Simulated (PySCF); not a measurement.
**Geometry relaxation, with input and output: C8H18Br2N2W (part 3 of 3)**

C8H18Br2N2W (W(NtBu)2Br2), SMILES CC(C)(C)[N]=[W]([Br])([Br])=[N]C(C)(C)C; PBE0-D3(BJ)/def2-SVP geometry optimisation, gas phase (PySCF 2.14.0). It belongs to a series of runs on one base structure; here: ligand (both): Cl to Br.

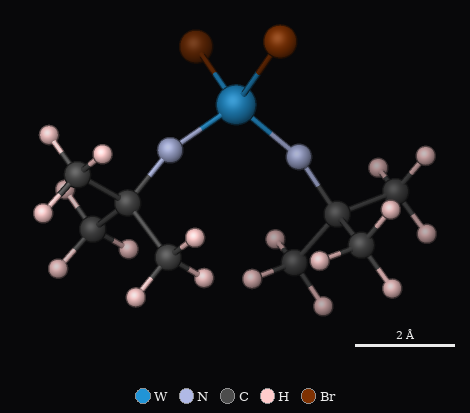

The geometry at step 16 of the log (ball-and-stick view, seen at a tilt).

Trajectory as extended XYZ, continued:
```
31
Properties=species:S:1:pos:R:3:forces:R:3 step=14 energy=-153439.07830
W    -1.4952   -0.2502   -1.4528   -0.0253   0.0198   0.0188
N    -1.8035   -0.1314    0.2566    0.0144  -0.0174   0.0045
C    -1.6230   -0.0143    1.6772   -0.0160   0.0190  -0.0123
C    -0.5638    1.0489    1.9767    0.0016  -0.0073  -0.0002
C    -1.1883   -1.3812    2.2147    0.0073  -0.0047   0.0003
C    -2.9723    0.3930    2.2801    0.0119   0.0021   0.0018
H    -0.8566    2.0168    1.5439    0.0012   0.0030   0.0034
H    -0.4399    1.1729    3.0630   -0.0062   0.0045   0.0016
H     0.4070    0.7592    1.5503    0.0052  -0.0020  -0.0040
H    -1.0767   -1.3440    3.3090   -0.0029   0.0003  -0.0011
H    -1.9352   -2.1481    1.9633   -0.0022  -0.0016   0.0041
H    -0.2263   -1.6826    1.7743   -0.0016   0.0017   0.0004
H    -3.2999    1.3597    1.8703   -0.0022  -0.0042  -0.0014
H    -3.7393   -0.3586    2.0440   -0.0024   0.0001   0.0018
H    -2.8932    0.4848    3.3741    0.0007  -0.0026  -0.0016
N     0.2078   -0.1066   -1.7735    0.0084  -0.0235  -0.0253
C     1.6319    0.0273   -1.6504    0.0125   0.0101   0.0083
C     2.1394   -0.9509   -0.5878    0.0072   0.0019   0.0009
C     1.9531    1.4732   -1.2607    0.0000  -0.0037   0.0086
C     2.2456   -0.3041   -3.0156   -0.0129  -0.0049   0.0010
H     1.8582   -1.9817   -0.8490    0.0052   0.0005  -0.0018
H     3.2357   -0.8961   -0.5080   -0.0030   0.0004   0.0004
H     1.7083   -0.7152    0.3959   -0.0048  -0.0005   0.0022
H     3.0419    1.6183   -1.1944    0.0023  -0.0011  -0.0031
H     1.5515    2.1705   -2.0101    0.0011   0.0045  -0.0051
H     1.5076    1.7220   -0.2868   -0.0054   0.0004  -0.0018
H     1.9870   -1.3307   -3.3139    0.0072  -0.0011   0.0045
H     1.8624    0.3826   -3.7843    0.0017   0.0042  -0.0003
H     3.3418   -0.2132   -2.9772   -0.0012  -0.0026  -0.0002
Br   -2.5711    1.6744   -2.5065   -0.0025   0.0075  -0.0058
Br   -2.1563   -2.5055   -2.1289    0.0005  -0.0025   0.0012
31
Properties=species:S:1:pos:R:3:forces:R:3 step=15 energy=-153439.07888
W    -1.4811   -0.2676   -1.4645   -0.0033   0.0166   0.0155
N    -1.7919   -0.1472    0.2438   -0.0004   0.0032  -0.0060
C    -1.6327   -0.0145    1.6651    0.0007   0.0005  -0.0058
C    -0.5741    1.0481    1.9690   -0.0019  -0.0065   0.0001
C    -1.2107   -1.3766    2.2249    0.0034  -0.0015   0.0012
C    -2.9895    0.4036    2.2426    0.0052   0.0023   0.0024
H    -0.8571    2.0129    1.5229    0.0011   0.0023   0.0016
H    -0.4655    1.1824    3.0557   -0.0047   0.0045   0.0010
H     0.4016    0.7506    1.5594    0.0054  -0.0005  -0.0017
H    -1.1163   -1.3269    3.3203   -0.0019   0.0004  -0.0011
H    -1.9559   -2.1443    1.9710   -0.0016  -0.0001   0.0025
H    -0.2427   -1.6858    1.8034   -0.0011   0.0012  -0.0005
H    -3.3095    1.3652    1.8151   -0.0009  -0.0020  -0.0006
H    -3.7547   -0.3497    2.0058   -0.0013   0.0008   0.0012
H    -2.9258    0.5099    3.3362    0.0000  -0.0012   0.0000
N     0.2225   -0.1180   -1.7833    0.0026  -0.0318  -0.0126
C     1.6445    0.0248   -1.6417    0.0031   0.0084   0.0098
C     2.1434   -0.9432   -0.5656    0.0013   0.0033  -0.0010
C     1.9514    1.4750   -1.2567    0.0006   0.0021   0.0028
C     2.2791   -0.3115   -2.9958   -0.0060  -0.0020  -0.0018
H     1.8777   -1.9781   -0.8268    0.0033  -0.0002  -0.0005
H     3.2374   -0.8766   -0.4666   -0.0017   0.0007  -0.0003
H     1.6919   -0.7073    0.4090   -0.0012  -0.0019   0.0010
H     3.0383    1.6264   -1.1733    0.0010  -0.0006  -0.0014
H     1.5593    2.1652   -2.0178    0.0007   0.0015  -0.0026
H     1.4877    1.7283   -0.2925   -0.0028  -0.0009  -0.0009
H     2.0320   -1.3419   -3.2905    0.0040  -0.0013   0.0026
H     1.9025    0.3677   -3.7742    0.0011   0.0012  -0.0004
H     3.3741   -0.2132   -2.9428   -0.0023  -0.0022   0.0002
Br   -2.5576    1.6559   -2.5196   -0.0051   0.0055  -0.0037
Br   -2.1398   -2.5244   -2.1389    0.0027  -0.0018  -0.0012
31
Properties=species:S:1:pos:R:3:forces:R:3 step=16 energy=-153439.07921
W    -1.4732   -0.2741   -1.4723   -0.0058   0.0110  -0.0078
N    -1.7865   -0.1524    0.2349   -0.0045   0.0164   0.0048
C    -1.6384   -0.0140    1.6567    0.0043  -0.0095  -0.0002
C    -0.5787    1.0460    1.9657    0.0014  -0.0021  -0.0008
C    -1.2257   -1.3753    2.2259    0.0005  -0.0004  -0.0011
C    -2.9982    0.4109    2.2216    0.0001   0.0006   0.0022
H    -0.8544    2.0104    1.5141    0.0002   0.0006  -0.0009
H    -0.4797    1.1841    3.0529   -0.0022   0.0024  -0.0008
H     0.3997    0.7441    1.5658    0.0005   0.0010   0.0017
H    -1.1407   -1.3211    3.3218    0.0002   0.0007   0.0010
H    -1.9715   -2.1415    1.9692   -0.0003   0.0010   0.0010
H    -0.2554   -1.6896    1.8138   -0.0005   0.0004  -0.0002
H    -3.3126    1.3709    1.7867   -0.0003   0.0011  -0.0006
H    -3.7638   -0.3415    1.9833   -0.0004   0.0005   0.0003
H    -2.9423    0.5224    3.3152   -0.0001   0.0001   0.0000
N     0.2311   -0.1244   -1.7891    0.0072  -0.0279  -0.0005
C     1.6517    0.0231   -1.6354   -0.0026   0.0099   0.0043
C     2.1441   -0.9328   -0.5456   -0.0028   0.0023   0.0001
C     1.9505    1.4780   -1.2617    0.0009   0.0022  -0.0013
C     2.2997   -0.3247   -2.9800   -0.0035   0.0008  -0.0033
H     1.8879   -1.9715   -0.8012    0.0012  -0.0012  -0.0003
H     3.2365   -0.8586   -0.4351    0.0006   0.0006   0.0003
H     1.6802   -0.6919    0.4219    0.0010  -0.0016  -0.0017
H     3.0360    1.6330   -1.1678   -0.0005  -0.0003   0.0002
H     1.5652    2.1596   -2.0340    0.0007  -0.0015   0.0001
H     1.4750    1.7394   -0.3054   -0.0007  -0.0005   0.0000
H     2.0592   -1.3589   -3.2666    0.0007  -0.0014   0.0007
H     1.9285    0.3457   -3.7688    0.0004  -0.0015   0.0006
H     3.3938   -0.2224   -2.9178    0.0020  -0.0008   0.0002
Br   -2.5495    1.6488   -2.5307    0.0000  -0.0036   0.0043
Br   -2.1301   -2.5322   -2.1445    0.0022   0.0005  -0.0022
31
Properties=species:S:1:pos:R:3:forces:R:3 step=17 energy=-153439.07929
W    -1.4732   -0.2730   -1.4744    0.0079   0.0040   0.0029
N    -1.7858   -0.1500    0.2331   -0.0026   0.0133  -0.0051
C    -1.6384   -0.0124    1.6549    0.0043  -0.0088   0.0017
C    -0.5775    1.0461    1.9654   -0.0002   0.0012  -0.0006
C    -1.2283   -1.3745    2.2241   -0.0007   0.0016  -0.0010
C    -2.9978    0.4144    2.2194   -0.0027  -0.0001   0.0009
H    -0.8511    2.0109    1.5133    0.0001  -0.0006  -0.0019
H    -0.4807    1.1845    3.0527   -0.0003   0.0009  -0.0005
H     0.4014    0.7430    1.5674   -0.0008   0.0004   0.0021
H    -1.1438   -1.3206    3.3200    0.0010   0.0008   0.0005
H    -1.9755   -2.1394    1.9672    0.0000   0.0010   0.0001
H    -0.2584   -1.6905    1.8123    0.0001  -0.0003  -0.0001
H    -3.3107    1.3750    1.7846    0.0005   0.0011   0.0002
H    -3.7645   -0.3368    1.9807    0.0003   0.0005  -0.0002
H    -2.9422    0.5255    3.3130   -0.0001   0.0009   0.0002
N     0.2317   -0.1265   -1.7912   -0.0024  -0.0235   0.0038
C     1.6520    0.0211   -1.6343   -0.0043   0.0106   0.0004
C     2.1419   -0.9286   -0.5382   -0.0015  -0.0005  -0.0008
C     1.9497    1.4782   -1.2680    0.0011   0.0010  -0.0016
C     2.3035   -0.3344   -2.9753    0.0014   0.0009  -0.0016
H     1.8882   -1.9690   -0.7894    0.0000  -0.0007   0.0000
H     3.2338   -0.8523   -0.4245    0.0001   0.0005   0.0006
H     1.6746   -0.6837    0.4266    0.0005  -0.0007  -0.0008
H     3.0349    1.6336   -1.1713   -0.0004   0.0000   0.0009
H     1.5673    2.1553   -2.0457    0.0002  -0.0013   0.0004
H     1.4706    1.7450   -0.3150    0.0006  -0.0001  -0.0001
H     2.0643   -1.3704   -3.2562   -0.0011  -0.0006  -0.0004
H     1.9345    0.3313   -3.7689   -0.0005  -0.0017   0.0000
H     3.3975   -0.2317   -2.9105    0.0000  -0.0001   0.0000
Br   -2.5480    1.6502   -2.5329   -0.0014  -0.0005   0.0019
Br   -2.1313   -2.5310   -2.1456    0.0008   0.0012  -0.0020
31
Properties=species:S:1:pos:R:3:forces:R:3 step=18 energy=-153439.07927
W    -1.4727   -0.2730   -1.4748    0.0011   0.0032  -0.0123
N    -1.7846   -0.1460    0.2323   -0.0003   0.0051   0.0050
C    -1.6383   -0.0080    1.6542    0.0002  -0.0044   0.0037
C    -0.5769    1.0495    1.9654    0.0011   0.0049   0.0001
C    -1.2306   -1.3703    2.2247   -0.0014   0.0018  -0.0013
C    -2.9977    0.4210    2.2173   -0.0034  -0.0022  -0.0003
H    -0.8483    2.0138    1.5109    0.0004  -0.0010  -0.0023
H    -0.4833    1.1902    3.0528    0.0015  -0.0002  -0.0005
H     0.4030    0.7449    1.5711   -0.0016  -0.0001   0.0017
H    -1.1465   -1.3155    3.3206    0.0014   0.0006   0.0008
H    -1.9790   -2.1341    1.9682    0.0002   0.0004  -0.0004
H    -0.2610   -1.6882    1.8136    0.0004  -0.0006   0.0000
H    -3.3089    1.3816    1.7816    0.0006   0.0017   0.0002
H    -3.7653   -0.3293    1.9785    0.0004   0.0002  -0.0006
H    -2.9428    0.5326    3.3109    0.0000   0.0011   0.0002
N     0.2323   -0.1311   -1.7930    0.0019  -0.0143   0.0086
C     1.6523    0.0163   -1.6342   -0.0029   0.0106  -0.0052
C     2.1403   -0.9281   -0.5327   -0.0002  -0.0024  -0.0003
C     1.9499    1.4752   -1.2747    0.0004  -0.0014  -0.0012
C     2.3060   -0.3463   -2.9722    0.0025   0.0006   0.0006
H     1.8891   -1.9699   -0.7804   -0.0012  -0.0002   0.0003
H     3.2317   -0.8496   -0.4164    0.0007   0.0000   0.0008
H     1.6701   -0.6800    0.4298   -0.0002   0.0006   0.0000
H     3.0348    1.6306   -1.1756   -0.0004  -0.0001   0.0008
H     1.5700    2.1483   -2.0570   -0.0002  -0.0009   0.0007
H     1.4681    1.7471   -0.3244    0.0010   0.0004   0.0002
H     2.0674   -1.3839   -3.2479   -0.0020   0.0000  -0.0012
H     1.9384    0.3151   -3.7701   -0.0009  -0.0015  -0.0001
H     3.3998   -0.2434   -2.9062    0.0009   0.0006  -0.0001
Br   -2.5460    1.6506   -2.5349    0.0012  -0.0035   0.0028
Br   -2.1330   -2.5310   -2.1437   -0.0012   0.0012  -0.0007
```

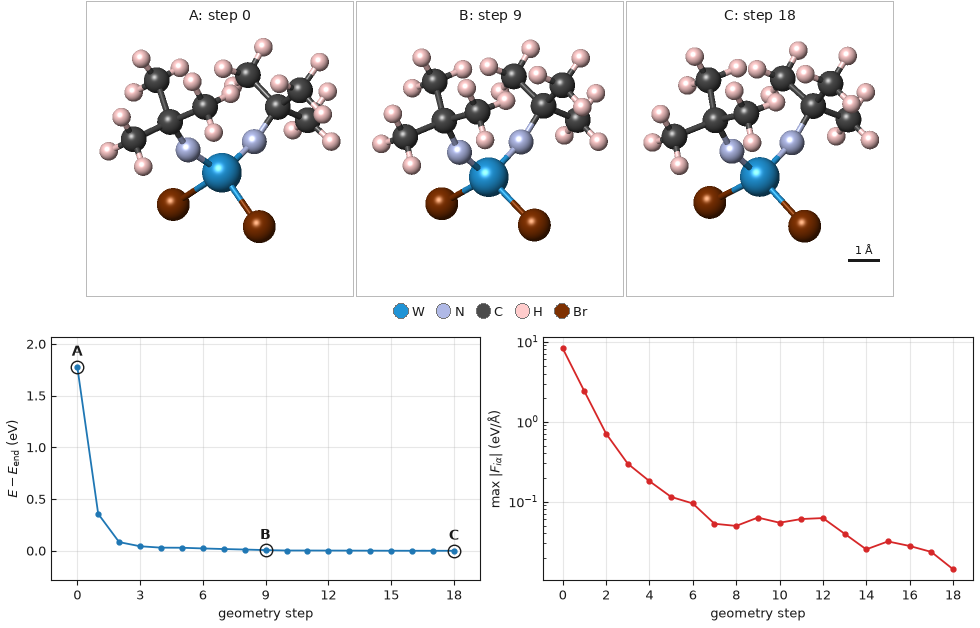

Frames of the relaxation (ball-and-stick view, seen at a tilt) above the curves, on which the letters mark them (steps are counted from 0).

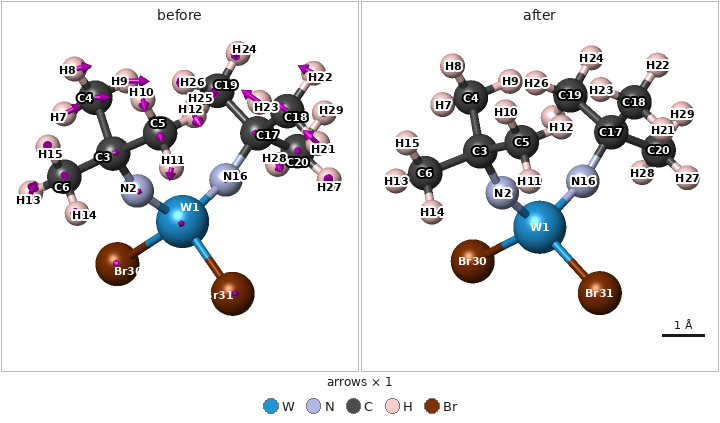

Before (left) and after (right) the relaxation, at one scale (ball-and-stick view, seen at a tilt). The pink arrows give the displacements, at true length. The largest move after the best rigid fit is that of H9, 0.60 Å. By element the largest moves are H 0.60 Å, C 0.39 Å, Br 0.18 Å, W 0.16 Å, N 0.13 Å. Among the contacts that change: W1–Br30 2.587 → 2.445 Å, C4–H9 0.963 → 1.099 Å, C3–C4 1.657 → 1.530 Å, C18–H23 0.998 → 1.100 Å. Among the angles that change: Br30–W1–Br31 110.0° → 119.3°, N2–W1–N16 119.3° → 110.4°, H27–C20–H28 116.7° → 108.2°. After 18 geometry steps the energy has fallen by 1.780 eV. Largest force component: 8.3 eV/Å at the start, 0.014 eV/Å at the end. (Atoms are counted from 1 in the order of the input.)
